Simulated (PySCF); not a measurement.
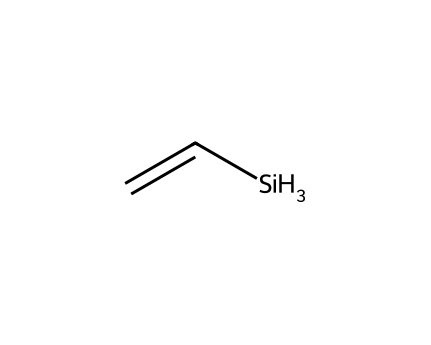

Simulated data, not a measurement (program: PySCF).

Skeletal drawing of a molecule.

Transcribe the drawing into SMILES.

C=C[SiH3]

Give the formula, hydrogens included.

C2H6Si.

An optimisation with PBE0-D3(BJ)/def2-SVP gave a structure of which point group?

Cs.
